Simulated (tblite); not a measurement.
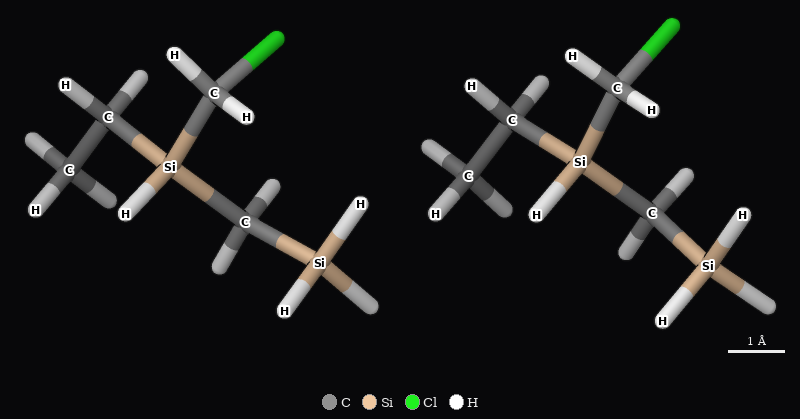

Two geometries of C$_{4}$H$_{13}$ClSi$_{2}$, drawn at one scale. One is the start of a relaxation, the other its converged end. A stick model, seen at a tilt.

All numbers below come from tblite 0.8.0, GFN2-xTB geometry optimisation, gas phase. 

**Which geometry has the lower energy?**

The left one is the relaxed one. After 130 geometry steps the energy has fallen by 0.206 eV. An H atom moves most after the best rigid fit: 0.52 Å. Largest moves by element: H 0.52 Å, Cl 0.25 Å, C 0.23 Å, Si 0.21 Å. Among the contacts that change: C–Si 1.859 → 1.916 Å, C–Si 1.850 → 1.903 Å, H–Si 1.491 → 1.462 Å, C–H 1.102 → 1.090 Å. Bond angles that change, for instance: Si–C–Si 107.9° → 116.3°, C–Si–C 114.2° → 109.2°, C–Si–H 105.7° → 110.4°.
